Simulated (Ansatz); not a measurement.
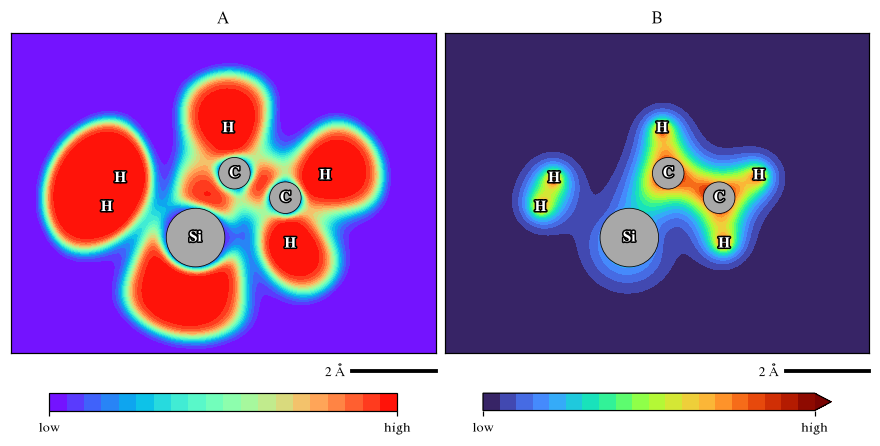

C₂H₅Si (charge +1): 2 fields on the molecular plane, with unlabelled colour scales. Grey discs cover the atomic cores.

Geometry: PBE0-D4/def2-TZVP; at this geometry the atoms fall into two loosely joined parts.

All numbers below come from RKS PBE0-D4/def2-TZVPP (Ansatz).

**The panels show electron density and electron localisation function in some order. Assign them.**

Panel A: electron localisation function. Panel B: electron density. From the grid: C–C (1.35 Å): the density is about 2.3 e/Å³ at the midpoint; the ELF peaks at about 0.90 between the atoms, as expected for localised, covalent bonding. C–Si (1.80 Å): the density is about 1.1 e/Å³ at the midpoint; the ELF peaks at about 0.90 between the atoms: localised, covalent bonding.
